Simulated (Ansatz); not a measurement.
Consider ZnS in the wurtzite structure (space group P6_3mc, No. 186; a = 3.806 Å, c = 6.245 Å).

It is then changed as follows: 0.548 holes added to each cell, a density of 7.0×10^21 cm⁻³, with a uniform compensating background at fixed cell and a 300 K Fermi–Dirac width.

All numbers come from r2SCAN (Ansatz, a program for electronic structure, PAW, no spin-orbit coupling).

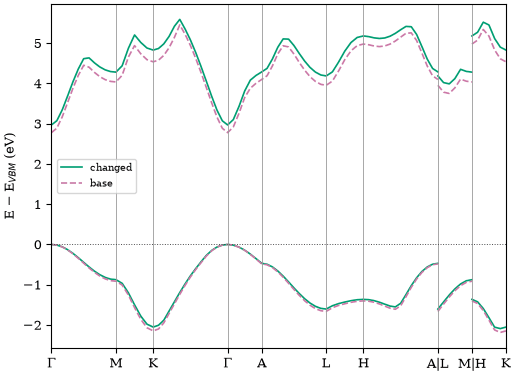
Highest valence and lowest conduction band along the path, each from its own valence-band maximum

Question: Read the changed gap and its character from the plot.

Answer: About 3.0 eV, direct at Γ.

Carriers are added with a uniform compensating background; total energy and stress of such cells depend on the potential's zero and are not compared; many-body gap narrowing is missing at this level. Whether these cells are dynamically stable was not tested.
